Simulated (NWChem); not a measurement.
# SiH2F (SMILES F[SiH2]) at 3 levels

Aim: a comparison of 3 runs (UVSXC/LANL2DZ, U-revM11/x2c-SVPall-2c, EOM-CCSD/jorge-DZP) of SiH2F. 

Program for the calculation: NWChem 7.3.0.

5 further runs of the same task are left out: 3 that didn't finish, 2 set aside as unsound or not needed.

### Step 1. The system as given

The species is SiH2F (4 atoms), meant as a doublet with charge 0. As SMILES, `F[SiH2]`. The coordinates come from a GFN2-xTB relaxation.

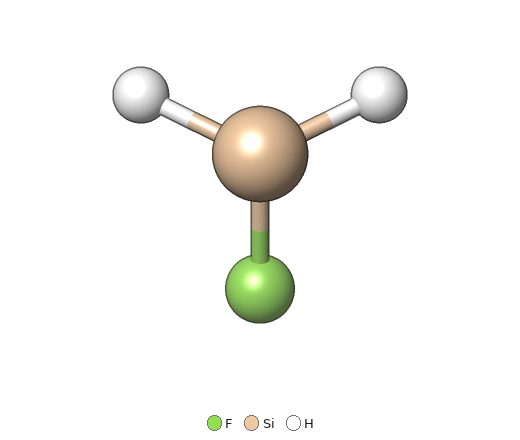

The structure, seen from a chosen angle (fluorine green, silicon light orange, hydrogen white).

### Step 2. The charge distribution at UVSXC/LANL2DZ (density fitting with weigend coulomb fitting, core potential) (run 1)

Input file fh2si.nw:

```
START fh2si
memory stack 880 mb heap 220 mb global 1100 mb

GEOMETRY units angstrom noautoz
  F        1.205590       0.647540      -0.425510
  Si      -0.122150      -0.264920      -0.246870
  H       -1.219930       0.678520      -0.261640
  H        0.136490      -1.061140       0.934020
END

BASIS spherical bse
  * library LANL2DZ
END

ECP bse
  Si library LANL2DZ
END

BASIS "cd basis" spherical
  * library "weigend coulomb fitting"
END

DFT
  xc vs98
  mult 2
  grid medium
  direct
  iterations 100
  noprint "final vectors analysis"
END

PROPERTY
  quadrupole
  octupole
  dipole
  mulliken
  electrondensity
  moldenfile
  molden_norm janpa
END

TASK dft property
```

Launch:

```bash
nwchem fh2si.nw > fh2si.out
```

The log of the run:

```text
[...]
 Group name             Cs
[...]
          Wavefunction type:  spin polarized.
          No. of atoms     :     4
          No. of electrons :    15
[...]
          Charge           :     0
          Spin multiplicity:     2
[...]
          AO basis - number of functions:    21
[...]
              XC Information
              --------------
                         VS98 Method XC Functional
                          VS98 Exchange Functional  1.000
                       VS98 Correlation Functional  1.000
[...]
 d= 0,ls=0.0,diis     1   -104.8764845999 -1.24D+02  2.93D-02  9.04D-02     0.3
[...]
 d= 0,ls=0.0,diis    10   -104.9253505538 -1.82D-09  1.18D-06  5.29D-10     1.6
[...]
         Total DFT energy =     -104.925350553786
      One electron energy =     -183.905928856567
           Coulomb energy =       72.594621153055
    Exchange-Corr. energy =      -12.420126176135
 Nuclear repulsion energy =       18.806083325861
[...]
      <S2> =      0.7520 (Exact =     0.7500)
[...]
   Dipole moment        2.3059722928 Debye(s)
             DMX        0.0833051736 DMXEFC        0.0000000000
             DMY       -2.3044670670 DMYEFC        0.0000000000
             DMZ        0.0000000000 DMZEFC        0.0000000000
   -EFC- dipole         0.0000000000 DEBYE(S)
   Total dipole         2.3059722928 DEBYE(S)
[...]
```

It took 2.5 s on 1 thread of Intel Xeon Platinum 8488C (Sapphire Rapids), shared host; peak memory 0.19 GiB.

### Step 3. Energy and one-electron properties at U-revM11/x2c-SVPall-2c (ZORA) (run 2)

Input file test.nw:

```
start test
title "FH2Si"
memory 2200 mb
charge 0

geometry units angstroms noautosym nocenter noautoz
  F        1.205590       0.647540      -0.425510
  Si      -0.122150      -0.264920      -0.246870
  H       -1.219930       0.678520      -0.261640
  H        0.136490      -1.061140       0.934020
end

basis spherical
  * library x2c-SVPall-2c
end

relativistic
  zora on
end

dft
  xc revm11
  mult 2
  grid medium
  convergence energy 1e-08 nolevelshifting
  maxiter 100
  vectors input hcore
  mulliken
end

property
  mulliken
  esp
  dipole
  efield
  moldenfile
  molden_norm janpa
end

task dft property
```

Launch:

```bash
nwchem test.nw > test.out
```

The log of the run:

```text
[...]
          Wavefunction type:  spin polarized.
          No. of atoms     :     4
          No. of electrons :    25
[...]
          Charge           :     0
          Spin multiplicity:     2
[...]
          AO basis - number of functions:    45
[...]
              XC Information
              --------------
                       revM11 Method XC Functional
                     Hartree-Fock (Exact) Exchange  1.000
                        revM11 Exchange Functional  1.000
                      revM11 Correlation Potential  1.000
[...]
 d= 0,ls=0.0,diis     1   -351.5414861712 -4.07D+02  8.58D-01  7.72D+01     2.2
[...]
 d= 0,ls=0.0,diis    14   -391.3101240267 -5.62D-09  1.02D-06  1.72D-10    10.7
[...]
         Total DFT energy =     -391.310124026674
      One electron energy =     -653.264312568371
           Coulomb energy =      238.641904201131
    Exchange-Corr. energy =      -32.187176952221
 Nuclear repulsion energy =       55.499461292787
       Scaling correction =        0.387806717249
[...]
      Total Density - Mulliken Population Analysis
     ---------------------------------------------
    Atom       Charge   Shell Charges
 -----------   ------   -------------------------------------------------------
    1 F    9     9.33   1.99  1.09  0.81  3.37  2.07  0.00
    2 Si  14    13.47   2.00  1.98  1.03  0.29  5.79  0.12  1.18  0.84  0.24
    3 H    1     1.10   0.76  0.33  0.01
    4 H    1     1.10   0.76  0.33  0.01
[...]
      <S2> =      0.7514 (Exact =     0.7500)
[...]
   Dipole moment        1.5845578603 Debye(s)
             DMX       -1.3149638206 DMXEFC        0.0000000000
             DMY       -0.8437435757 DMYEFC        0.0000000000
             DMZ        0.2641789956 DMZEFC        0.0000000000
   -EFC- dipole         0.0000000000 DEBYE(S)
   Total dipole         1.5845578603 DEBYE(S)
[...]
```

It took 12 s on 1 thread of Intel Xeon Platinum 8488C (Sapphire Rapids), shared host; peak memory 0.19 GiB.

Atomic charges (e):

| atom | Mulliken | Löwdin |
| --- | --- | --- |
| F1 | -0.328 | -0.210 |
| Si2 | +0.531 | +0.420 |
| H3 | -0.102 | -0.110 |
| H4 | -0.102 | -0.110 |

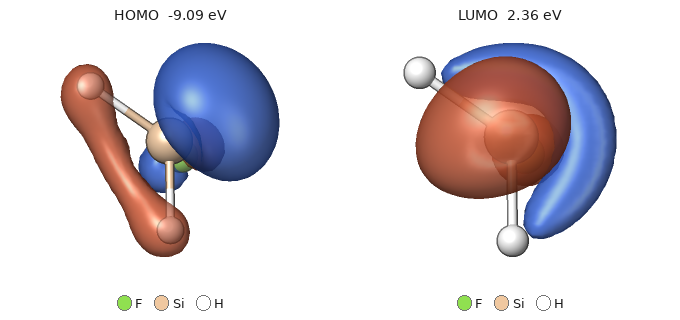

Frontier orbitals of this run (spin up), surfaces at ±0.2 Å^-3/2.

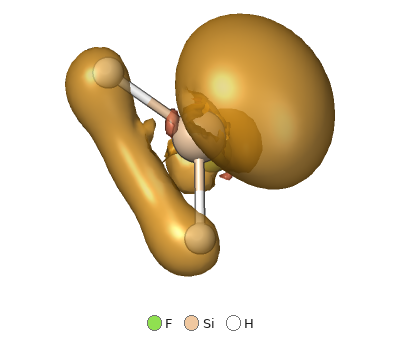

Spin density, surfaces at ±0.03 e/Å³.

### Step 4. The excited states at EOM-CCSD/jorge-DZP (run 3)

Input file mymol.nw:

```
START mymol
memory total 2200 mb
GEOMETRY
zmatrix
  F
  Si 1 1.620922
  H 2 1.447556 1 104.66631
  H 2 1.447537 3 120.15364 1 117.04642
end
END
BASIS "ao basis" spherical bse
* library jorge-DZP
END
SCF
nopen 1
uhf
thresh 1e-07
maxiter 60
END
TCE
scf
ccsd
freeze core 6
maxiter 100
nroots 1
END
TASK tce energy
```

Launch:

```bash
nwchem mymol.nw > mymol.out
```

The log of the run:

```text
[...]
 Group name             Cs
[...]
  functions       =    49
[...]
  wavefunction    = UHF
[...]
         Total SCF energy =   -389.556200740223
      One electron energy =   -651.965186660268
      Two electron energy =    206.909519622846
 Nuclear repulsion energy =     55.499466297199
                       Sz =      0.5000
                 Sz(Sz+1) =      0.7500
                      S^2 =      0.7528
[...]
         Wavefunction type : Unrestricted Hartree-Fock
          No. of electrons :    25
[...]
         Spin multiplicity : doublet
[...]
 CCSD total energy / hartree       =      -389.840842196804203
[...]
```

It took 9.6 s on 1 thread of Intel Xeon Platinum 8488C (Sapphire Rapids), shared host; peak memory 0.2 GiB.

The roots found:

| excited state | energy (eV) | label |
| --- | --- | --- |
| 1 | 4.631 | a' |
| 2 | 5.940 | a" |

### Step 5. All runs side by side

```
run                                                                         level  core potential   integral approximation  energy (Eh)  dipole moment (D)   ⟨S²⟩  wall time
  1  UVSXC/LANL2DZ (density fitting with weigend coulomb fitting, core potential)         LANL2DZ  weigend coulomb fitting  -104.925351               2.31  0.752      2.5 s
  2                                                 U-revM11/x2c-SVPall-2c (ZORA)               –                     none  -391.310124               1.58  0.751       12 s
  3                                                            EOM-CCSD/jorge-DZP               –                     none  -389.840842                  –      –      9.6 s
```

### Step 6. What came out

| quantity | value |
| --- | --- |
| run 3: ground-state or mean-field energy | -389.84084 Eh |
| run 3: HOMO energy (Hartree–Fock orbitals) (highest over α and β) | -9.53 eV |
| run 3: LUMO energy (Hartree–Fock orbitals) (lowest over α and β) | 1.33 eV |
| run 3: correlation energy (6 core orbitals frozen) | -284.6 mEh |
| run 3: lowest excitation energy | 4.63 eV |

What this shows: Totals of different functionals can't be ranked against each other. Some runs of one species differ in core potentials or relativity; totals across that change don't compare. All runs together took 24 s, the longest 12 s.
